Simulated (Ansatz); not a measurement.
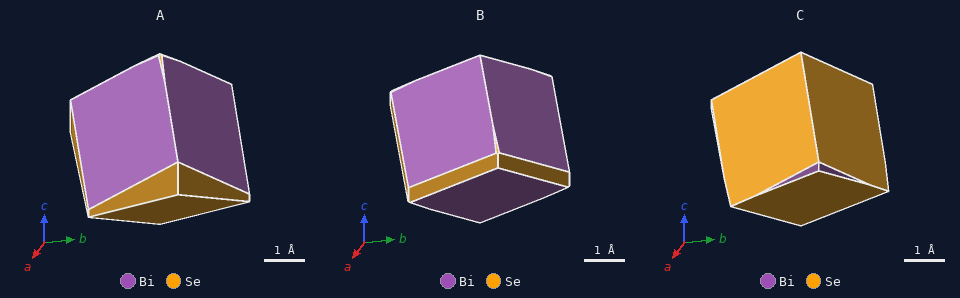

Computed Voronoi cells of the 3 sites of this structure, drawn to one scale and in one orientation; each face has the colour of the neighbour behind it.

Bi2Se3, space group R-3m:H (No. 166), a = 4.143 Å, b = 4.143 Å, c = 28.636 Å, α = 90.00°, β = 90.00°, γ = 120.00°

| site | Wyckoff | x | y | z |
| --- | --- | --- | --- | --- |
| Bi | 6c | 0.6667 | 0.3333 | 0.7341 |
| Se1 | 3a | 0.0000 | 0.0000 | 0.0000 |
| Se2 | 6c | 0.3333 | 0.6667 | 0.8784 |

Origin: a calculation's input that goes back to an entry of the Crystallography Open Database (an earlier step may have relaxed or displaced it).

> Which cell belongs to which site?

A is Se2 (12 faces above 1 % of the solid angle, 30.7 Å³, facing Bi 53 %, Se 47 %); B is Se1 (12 faces above 1 % of the solid angle, 28.7 Å³, mostly facing Bi); C is Bi (6 faces above 1 % of the solid angle, 25.9 Å³, mostly facing Se).
